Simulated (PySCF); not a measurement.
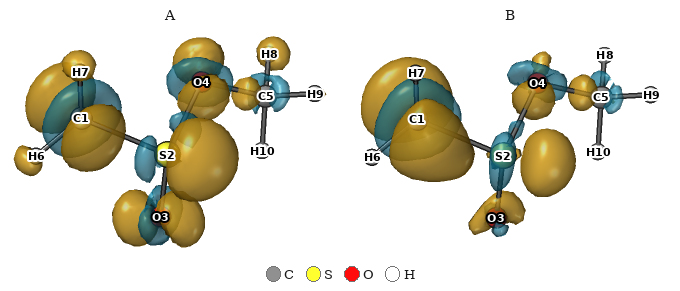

Figure 1: C$_{2}$H$_{5}$O$_{2}$S, doublet, SMILES `[CH2]S(=O)OC`. The two Fukui functions at ±0.04 e/Å³ (yellow positive, teal negative).

Method: PBE0/def2-SVPD; geometry: GFN2-xTB; program: PySCF. No frequency check shows the geometry to be a minimum. GFN2-xTB bond lengths at metals and heavier atoms can be off by up to 0.1 Å and shapes distorted, which carries into these values. GFN2-xTB doesn't know the spin state, so this open-shell geometry is rough.

Which panel is f⁻ (electron removed) and which f⁺ (electron added)?

Answer. A is f⁻, B is f⁺. f⁻ (Hirshfeld-condensed) is largest on S2 (0.23), C1 (0.23) and O3 (0.16); the vertical ionisation energy is 9.41 eV (to the singlet cation, which needn't be its lowest state). f⁺ (Hirshfeld-condensed) is largest on C1 (0.31) and S2 (0.20); the vertical electron affinity is 1.43 eV (to the singlet anion, which needn't be its lowest state; the anion's highest orbital has positive energy, so this value and f⁺ depend on the basis).

Run time: 2.3 min on 1 thread of Intel(R) Xeon(R) Processor @ 2.50GHz (Skylake/Cascade Lake), with other jobs on the host, peak memory 0.69 GiB.
